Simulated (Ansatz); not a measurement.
**Relaxation of RbMnO**

Aim: in RbMnO, a known structure type filled with other elements, at an estimated volume, relax the atoms in a fixed cell, then read levels, charges and fields where it ends.

Computed, not measured: Ansatz 0.2.0, DFT, PBE, with U_eff = 1.55 eV on Mn d, spin-orbit coupling, plane waves, PAW.

### Step 1. The structure

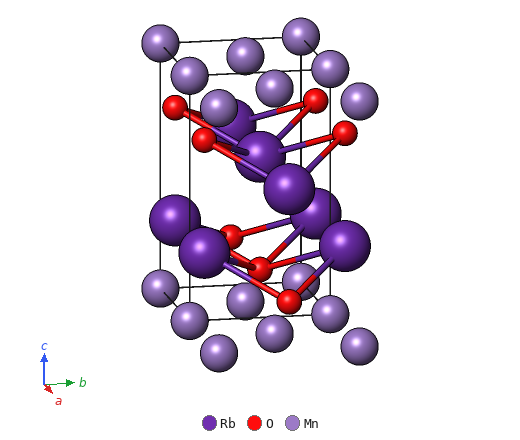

Viewed slightly off an axis; rubidium purple, oxygen red, manganese light purple. 2×1×1 cells are drawn.

Symmetry: P4/nmm, No. 129, tetragonal system. Conventional cell: a = 4.375 Å, b = 4.375 Å, c = 7.675 Å, α = 90.00°, β = 90.00°, γ = 90.00°. Around Rb (site symmetry 4mm) lie 5 O at 3.30 to 3.53 Å and 4 Mn at 3.43 Å. O (site symmetry 4mm) is surrounded by 4 Mn at 2.65 Å and 5 Rb at 3.30 to 3.53 Å. Mn (site symmetry -4m2) has 4 O at 2.65 Å as nearest neighbours.

Its coordinates follow in the input file.

The first density is read from a saved solution for the starting cell.

### Step 2. Relaxing

Input file input.yaml:

```yaml
crystal:
  lattice:
    - [4.374633, 0.0, 0.0]
    - [0.0, 4.374633, 0.0]
    - [0.0, 0.0, 7.674746]
  atoms:
    - { symbol: Rb, position: [0.0, 0.5, 0.656] }
    - { symbol: Rb, position: [0.5, 0.0, 0.344] }
    - { symbol: O, position: [0.0, 0.5, 0.196] }
    - { symbol: O, position: [0.5, 0.0, 0.804] }
    - { symbol: Mn, position: [0.0, 0.0, 0.0], spin: 4.5, spin_axis: [0.0, 0.0, 1.0] }
    - { symbol: Mn, position: [0.5, 0.5, 0.0], spin: -4.5, spin_axis: [0.0, 0.0, 1.0] }
kpoints:
  mp_grid: { grid: [6, 6, 3], shift: [0, 0, 0] }
magnetization:
  noncollinear: true
  spin_orbit: true
scf:
  occupations: { method: fermi_dirac, width: 0.0299 }
  lower_state_search: "off"
hamiltonian:
  pseudopotentials: { kind: paw_fr }
  xc: pbe
  hubbard:
    sites: [{ species: Mn, l: d, u_eff: 1.55 }]
    projectors: all-electron-ortho-atomic
basis:
  ecutwfc: 420
  fft_grid_basis: typed
relax:
  max_steps: 40
output:
  forces: true
  stress: true
  eigenvalues: true
  bader: true
  populations: true
  elf: true
  write_potential: true
  volumetric_format: npy
  dos:
    e_range: [-12, 8]
    de: 0.05
    projected: { site_lists: { Mn: [Mn], O: [O], Rb: [Rb] } }
    method: { smearing: { sigma: 0.1, scheme: gaussian } }
  write_density: true
checkpoint:
  read: saved_state
```

Command:

```console
$ ansatz run input.yaml --threads 2 --pin off --max-ram 2560MiB --backend cpu --events-out ev --progress --plain --runs-dir out
```

The log of the run:

```text
Warning: output.stress: scf.convergence.dr2_threshold = 1e-7 eV (the SCF's general default) is looser than the 6e-10 eV advised for a printed stress (1e-10 eV for each atom of the cell: 6). What an SCF threshold leaves in a stress goes as its square root, and in the free energy as the threshold itself, and one threshold admits the most on a small cell: of the crystals measured, under no hybrid functional and no lock of the moments, on runs that ended without the residual-converged pass, on stresses that held no estimate of that error, the worst erred by over 100 MPa in a component at 1e-7 eV an atom and by under 5 at 1e-10. Every solve of this run answers to scf.convergence.dr2_threshold, and the tensor of one is reported: a single SCF on the reported geometry and on this run's grids (its basis.xc_grid and basis.ecutrho_ratio typed), with scf.convergence.dr2_threshold at 6e-10 eV or tighter, prints it and tightens no other solve. Else set scf.convergence.dr2_threshold to 6e-10 eV or tighter. The threshold is an SCF's pass mark: one that does not reach it within its budget of iterations ends unconverged, or closes short of it on a stop that the run arms, and scf.convergence.dr2_threshold's page says what that costs each kind of run
Warning: checkpoint.read: basis.xc_grid differs: saved 1, current 2 (points along each axis for each point of the dense box; where the key is left out runs that use forces, runs that use the stress, dielectric runs by a finite field, finite-displacement phonons, runs of phonons.displacement_patterns under a GGA or a meta-GGA, phonons by method: dfpt, dielectric runs by the response, runs on support functions, runs on PAW files under a meta-GGA or a hybrid on one, runs at kind: all_electron or under a hybrid on a GGA, runs under a text's formulas of a gradient, and runs on PAW files that evaluate rPW86 or Becke's exchange or LYP's correlation can take a finer level, which can go by the root key accuracy; a number is taken as typed: the saved number, typed, holds this deck to the state's level, where the deck is accepted there); the SCF iterates at this deck's level from the saved density; a trajectory continued from that state goes on on another energy surface; basis.xc_grid: 1, typed and accepted, keeps it on the saved one
Warning: RAYON_NUM_THREADS=2 ignored (pool sized by the plan → 2); use --threads N
Rb: projections on atomic orbitals take those of the free atom [Ar 3d10] 4s2 4p6 5s1, of charge +0.00 (hamiltonian.pseudopotentials.projection_atoms); the dataset's partial waves leave at most 8.4e-9 of an orbital's norm unspanned inside its sphere
O: projections on atomic orbitals take those of the free atom [He] 2s2 2p4, of charge +0.00 (hamiltonian.pseudopotentials.projection_atoms); the dataset's partial waves leave at most 1.5e-11 of an orbital's norm unspanned inside its sphere
Mn: projections on atomic orbitals take those of the free atom [Ne] 3s2 3p6 3d5 4s2, of charge +0.00 (hamiltonian.pseudopotentials.projection_atoms); the dataset's partial waves leave at most 9.1e-10 of an orbital's norm unspanned inside its sphere
Engine: ansatz 0.2.0, aarch64-unknown-linux-gnu
Pseudopotentials: kind: paw_fr
Pseudopotential: Rb, paw_fr, valence charge 9, recommended cutoff 420 eV (normal), Rb.paw.azcp#standard-fr
Pseudopotential: O, paw_fr, valence charge 6, recommended cutoff 420 eV (normal), O.paw.azcp#standard-fr
Pseudopotential: Mn, paw_fr, valence charge 15, recommended cutoff 420 eV (normal), Mn.paw.azcp#standard-fr
Functional definition: PBE
  parameter kappa = 0.804
  parameter beta = 0.06672455060314922
  exchange = pbe_x(kappa = kappa, mu = beta*pi^2/3)
  correlation = pbe_c(beta = beta)
Crystal: 6 atoms, lattice volume = 146.875 Å³
Basis set: ecut = 420 eV, 2937 PW (Γ), exchange–correlation on 60×60×108 points (8 copies of the dense FFT grid, shifted against one another)
Bands: 72, of which v1, the nominal top of the filled ones, is band 60 counted from 1 (59 counted from 0)
Symmetry: 8 space group operations + 8 with time reversal
Magnetic group: BNS 129.416 (UNI 1076), of the structure as read, at distance tolerance 5.3e-5 Å
k-points: 23 of 108
Projection manifold: j_resolved (fully-relativistic pseudo-atomic orbitals)
Non-local potential: Rb, projectors of the file, l = 0: 3, l = 1: 4, l = 2: 4
Non-local potential: O, projectors of the file, l = 0: 2, l = 1: 4, l = 2: 2
Non-local potential: Mn, projectors of the file, l = 0: 3, l = 1: 4, l = 2: 6, l = 3: 2
PAW form: soft (Blöchl's): semilocal exchange-correlation on the pseudo side does not see the compensation charge
PAW one-centre angular grid: Rb, 110 points (default); XC on 64 Gauss nodes
PAW one-centre angular grid: O, 110 points (default); XC on 64 Gauss nodes
PAW one-centre angular grid: Mn, 590 points (default); XC on 64 Gauss nodes
Initial density: read from a saved state, or passed on in memory by an earlier SCF of this step, an earlier step, the calling program or the single point that the run made first
Starting moments: Σ|m| = 9 μB on 2 of 6 sites; this step starts from the density that it was given
Initial wavefunctions: pseudopotential atomic-orbital guess
Functional: x = pbe(κ = 0.804, μ = 0.2195149727645171), c = pbe(β = 0.06672455060314922)
iter 1 solved again at ethr=9.72e-6 eV; its pass at ethr=3.10e-3 eV (dr2=5.83e-3 eV) is discarded
SCF iter   1: F=—  HF=-15463.568682 eV  |F-HF|=—  |Δ(HF+E_count)|=         —  Δρ=4.03e-3  dr2=2.81e-3  dr2_m=5.46e-3  ethr=9.72e-6  |M|=4.29e-16 ∫|m|=9.97e0 μB  |m|>n=1.2e-4 m-floor=1.3e-4 τ_xc=1.3e-2 mc-row=1.3e-4 uncertified=6  β_m=0.30  ⟨swp⟩=3.0  Hψ=12182  notcnv=0
preconditioner: auto → Kerker (q_TF=auto, 2.350 Å⁻¹)  [metal: Δε(μ)=0.041 eV  Ē_g=8.646 eV  σ=0.030 eV  W_gap=0.30  n_scr=36 (ndim 8)  ℏωp=19.4 eV  f_vac=0.077  D(μ)=2.07/eV (n_scr^D=6)]
spin=Noncollinear: Kerker preconditioning applied to the charge; magnetization (m_x, m_y, m_z) channels mix plain (no charge-response kernel on spin).
SCF iter   2: F=—  HF=-15463.606899 eV  |F-HF|=—  |Δ(HF+E_count)|=   3.82e-2  Δρ=2.90e-3  dr2=1.27e-3  dr2_m=2.83e-3  ethr=4.68e-6  |M|=3.44e-16 ∫|m|=9.98e0 μB  |m|>n=5.1e-6 m-floor=5.1e-6 τ_xc=9.2e-3 mc-row=5.1e-6 uncertified=3  β_m=0.30  ⟨swp⟩=2.3  Hψ=2772  notcnv=0
SCF iter   3: F=—  HF=-15463.638175 eV  |F-HF|=—  |Δ(HF+E_count)|=   3.13e-2  Δρ=2.11e-3  dr2=2.13e-4  dr2_m=1.50e-3  ethr=2.11e-6  |M|=1.93e-15 ∫|m|=9.98e0 μB  |m|>n=0.0e0 m-floor=0.0e0 τ_xc=6.7e-3 mc-row=0.0e0  β_m=0.30  ⟨swp⟩=2.0  Hψ=2854  notcnv=0
SCF iter   4: F=—  HF=-15463.653105 eV  |F-HF|=—  |Δ(HF+E_count)|=   1.49e-2  Δρ=1.54e-3  dr2=9.80e-5  dr2_m=7.97e-4  ethr=3.55e-7  |M|=6.01e-16 ∫|m|=9.98e0 μB  |m|>n=0.0e0 m-floor=0.0e0 τ_xc=5.3e-3 mc-row=0.0e0  β_m=0.30  ⟨swp⟩=2.2  Hψ=3090  notcnv=0
SCF iter   5: F=—  HF=-15463.661164 eV  |F-HF|=—  |Δ(HF+E_count)|=   8.06e-3  Δρ=1.13e-3  dr2=6.94e-5  dr2_m=4.31e-4  ethr=1.63e-7  |M|=1.03e-15 ∫|m|=9.98e0 μB  |m|>n=0.0e0 m-floor=0.0e0 τ_xc=4.4e-3 mc-row=0.0e0  β_m=0.30  ⟨swp⟩=2.0  Hψ=3095  notcnv=0
SCF iter   6: F=—  HF=-15463.665429 eV  |F-HF|=—  |Δ(HF+E_count)|=   4.27e-3  Δρ=8.37e-4  dr2=2.87e-5  dr2_m=2.36e-4  ethr=1.16e-7  |M|=9.02e-16 ∫|m|=9.98e0 μB  |m|>n=0.0e0 m-floor=0.0e0 τ_xc=3.8e-3 mc-row=0.0e0  β_m=0.30  ⟨swp⟩=2.0  Hψ=2924  notcnv=0
Mixer restart at iter 6: flushing history
spin-set hold released at iteration 6 (site moments contracting): the magnetisation degrees of freedom join the quasi-Newton model from the next iteration; the mixer history was flushed
SCF iter   7: F=—  HF=-15463.667696 eV  |F-HF|=—  |Δ(HF+E_count)|=   2.27e-3  Δρ=6.28e-4  dr2=2.91e-5  dr2_m=1.33e-4  ethr=4.79e-8  |M|=1.50e-15 ∫|m|=9.98e0 μB  |m|>n=0.0e0 m-floor=0.0e0 τ_xc=3.4e-3 mc-row=0.0e0  β_m=0.65  ⟨swp⟩=2.0  Hψ=2958  notcnv=0
SCF iter   8: F=—  HF=-15463.670225 eV  |F-HF|=—  |Δ(HF+E_count)|=   2.53e-3  Δρ=1.45e-4  dr2=4.84e-5  dr2_m=4.49e-6  ethr=4.79e-8  |M|=3.87e-16 ∫|m|=9.98e0 μB  |m|>n=0.0e0 m-floor=0.0e0 τ_xc=2.8e-3 mc-row=0.0e0  β_m=0.74  ⟨swp⟩=2.3  Hψ=3327  notcnv=0
SCF iter   9: F=—  HF=-15463.670230 eV  |F-HF|=—  |Δ(HF+E_count)|=   5.04e-6  Δρ=1.12e-4  dr2=2.90e-5  dr2_m=5.78e-7  ethr=4.79e-8  |M|=1.37e-15 ∫|m|=9.98e0 μB  |m|>n=0.0e0 m-floor=0.0e0 τ_xc=2.8e-3 mc-row=0.0e0  β_m=0.73  ⟨swp⟩=2.0  Hψ=2582  notcnv=0
SCF iter  10: F=—  HF=-15463.670236 eV  |F-HF|=—  |Δ(HF+E_count)|=   6.07e-6  Δρ=4.13e-5  dr2=9.53e-6  dr2_m=6.88e-8  ethr=4.79e-8  |M|=1.29e-15 ∫|m|=9.98e0 μB  |m|>n=0.0e0 m-floor=0.0e0 τ_xc=2.8e-3 mc-row=0.0e0  β_m=0.69  ⟨swp⟩=2.0  Hψ=1944  notcnv=0
SCF iter  11: F=—  HF=-15463.670236 eV  |F-HF|=—  |Δ(HF+E_count)|=   2.22e-9  Δρ=2.52e-5  dr2=2.65e-6  dr2_m=4.09e-8  ethr=1.59e-8  |M|=2.15e-15 ∫|m|=9.98e0 μB  |m|>n=0.0e0 m-floor=0.0e0 τ_xc=2.8e-3 mc-row=0.0e0  β_m=0.81  ⟨swp⟩=2.0  Hψ=2214  notcnv=0
SCF iter  12: F=—  HF=-15463.670236 eV  |F-HF|=—  |Δ(HF+E_count)|=   1.46e-7  Δρ=1.35e-5  dr2=8.13e-7  dr2_m=1.86e-8  ethr=4.42e-9  |M|=1.42e-15 ∫|m|=9.98e0 μB  |m|>n=0.0e0 m-floor=0.0e0 τ_xc=2.8e-3 mc-row=0.0e0  β_m=0.90  ⟨swp⟩=2.0  Hψ=2318  notcnv=0
SCF iter  13: F=-15463.670236 eV  HF=-15463.670236 eV  |F-HF|=2.15e-10  |Δ(HF+E_count)|=   4.02e-8  Δρ=3.47e-6  dr2=4.28e-8  dr2_m=1.93e-10  ethr=1.67e-10  |M|=1.42e-15 ∫|m|=9.98e0 μB  |m|>n=0.0e0 m-floor=0.0e0 τ_xc=2.8e-3 mc-row=0.0e0  ⟨swp⟩=8.3  Hψ=11625  notcnv=0
SCF 1 converged in 13 iterations: F = -15463.670236 eV  dr2 = 4.28e-8
relax step   1: F+E_penalty+E_count = -15463.67023584 eV  Δ(F+E_penalty+E_count) = +0.000e0 eV  max|allowed force component| = 5.523e-1 eV/Å  Δτ_max = 0.0000 Å  (13 SCF iters, accepted)
Projection manifold: j_resolved (fully-relativistic pseudo-atomic orbitals)
Initial density: handed on by an earlier stage of this run
Initial wavefunctions: those handed on with the density
iter 1 solved again at ethr=3.00e-3 eV; its pass at ethr=3.10e-3 eV (dr2=1.80e0 eV) is discarded
SCF iter   1: F=—  HF=-15464.275702 eV  |F-HF|=—  |Δ(HF+E_count)|=         —  Δρ=2.52e-2  dr2=1.81e0  dr2_m=1.50e-2  ethr=3.00e-3  |M|=7.73e-16 ∫|m|=9.96e0 μB  |m|>n=0.0e0 m-floor=0.0e0 τ_xc=2.8e-3 mc-row=0.0e0  β_m=0.30  ⟨swp⟩=1.0  Hψ=6946  notcnv=0
preconditioner: auto → Kerker (q_TF=auto, 2.350 Å⁻¹)  [metal: Δε(μ)=0.077 eV  Ē_g=9.019 eV  σ=0.030 eV  W_gap=0.45  n_scr=36 (ndim 8)  ℏωp=19.4 eV  f_vac=0.070  D(μ)=2.83/eV (n_scr^D=16)]
spin=Noncollinear: Kerker preconditioning applied to the charge; magnetization (m_x, m_y, m_z) channels mix plain (no charge-response kernel on spin).
SCF iter   2: F=—  HF=-15464.120875 eV  |F-HF|=—  |Δ(HF+E_count)|=   1.55e-1  Δρ=1.46e-2  dr2=9.25e-1  dr2_m=9.77e-3  ethr=3.00e-3  |M|=1.42e-15 ∫|m|=9.99e0 μB  |m|>n=0.0e0 m-floor=0.0e0 τ_xc=2.9e-3 mc-row=0.0e0  β_m=0.48  ⟨swp⟩=2.1  Hψ=1891  notcnv=0  defer=2
SCF iter   3: F=—  HF=-15464.008586 eV  |F-HF|=—  |Δ(HF+E_count)|=   1.12e-1  Δρ=8.14e-3  dr2=3.10e-1  dr2_m=1.10e-3  ethr=1.54e-3  |M|=3.01e-16 ∫|m|=9.95e0 μB  |m|>n=0.0e0 m-floor=0.0e0 τ_xc=3.3e-3 mc-row=0.0e0  β_m=0.47  ⟨swp⟩=3.4  Hψ=2894  notcnv=0  defer=3
SCF iter   4: F=—  HF=-15463.968354 eV  |F-HF|=—  |Δ(HF+E_count)|=   4.02e-2  Δρ=3.28e-3  dr2=6.79e-2  dr2_m=3.76e-4  ethr=5.17e-4  |M|=2.58e-16 ∫|m|=9.97e0 μB  |m|>n=0.0e0 m-floor=0.0e0 τ_xc=3.8e-3 mc-row=0.0e0  β_m=0.53  ⟨swp⟩=3.2  Hψ=2506  notcnv=0  defer=3
SCF iter   5: F=—  HF=-15463.959218 eV  |F-HF|=—  |Δ(HF+E_count)|=   9.14e-3  Δρ=2.36e-3  dr2=1.84e-2  dr2_m=8.00e-4  ethr=1.13e-4  |M|=1.46e-15 ∫|m|=9.95e0 μB  |m|>n=0.0e0 m-floor=0.0e0 τ_xc=4.1e-3 mc-row=0.0e0  β_m=0.69  ⟨swp⟩=3.3  Hψ=2183  notcnv=0  defer=3
SCF iter   6: F=—  HF=-15463.955735 eV  |F-HF|=—  |Δ(HF+E_count)|=   3.48e-3  Δρ=7.72e-4  dr2=6.52e-4  dr2_m=6.58e-5  ethr=3.06e-5  |M|=3.01e-16 ∫|m|=9.94e0 μB  |m|>n=0.0e0 m-floor=0.0e0 τ_xc=4.6e-3 mc-row=0.0e0  β_m=0.83  ⟨swp⟩=2.3  Hψ=2514  notcnv=0  defer=3
SCF iter   7: F=—  HF=-15463.955851 eV  |F-HF|=—  |Δ(HF+E_count)|=   1.16e-4  Δρ=1.82e-4  dr2=1.02e-4  dr2_m=1.41e-6  ethr=1.09e-6  |M|=2.58e-16 ∫|m|=9.94e0 μB  |m|>n=0.0e0 m-floor=0.0e0 τ_xc=4.7e-3 mc-row=0.0e0  β_m=0.91  ⟨swp⟩=2.2  Hψ=3049  notcnv=0  defer=4
SCF iter   8: F=-15463.955872 eV  HF=-15463.955873 eV  |F-HF|=9.79e-7  |Δ(HF+E_count)|=   2.21e-5  Δρ=5.38e-5  dr2=8.87e-6  dr2_m=1.89e-7  ethr=3.18e-8  |M|=9.45e-16 ∫|m|=9.94e0 μB  |m|>n=0.0e0 m-floor=0.0e0 τ_xc=4.8e-3 mc-row=0.0e0  ⟨swp⟩=13.8  Hψ=15379  notcnv=0
SCF 2 converged in 8 iterations: F = -15463.955872 eV  dr2 = 8.87e-6
relax step   2: F+E_penalty+E_count = -15463.95587249 eV  Δ(F+E_penalty+E_count) = -2.856e-1 eV  max|allowed force component| = 8.493e-1 eV/Å  Δτ_max = 0.1950 Å  (8 SCF iters, dr2 threshold 1.91e-5 eV, accepted)
Projection manifold: j_resolved (fully-relativistic pseudo-atomic orbitals)
iter 1 solved again at ethr=3.04e-3 eV; its pass at ethr=3.10e-3 eV (dr2=1.83e0 eV) is discarded
SCF iter   1: F=—  HF=-15464.715602 eV  |F-HF|=—  |Δ(HF+E_count)|=         —  Δρ=2.59e-2  dr2=1.83e0  dr2_m=6.51e-3  ethr=3.04e-3  |M|=9.02e-16 ∫|m|=9.86e0 μB  |m|>n=0.0e0 m-floor=0.0e0 τ_xc=4.7e-3 mc-row=0.0e0  β_m=0.30  ⟨swp⟩=1.0  Hψ=6744  notcnv=0
preconditioner: auto → Kerker (q_TF=auto, 2.350 Å⁻¹)  [metal: Δε(μ)=0.022 eV  Ē_g=9.168 eV  σ=0.030 eV  W_gap=0.18  n_scr=36 (ndim 8)  ℏωp=19.4 eV  f_vac=0.045  D(μ)=2.91/eV (n_scr^D=16)]
```

[end of part 1 of 2]
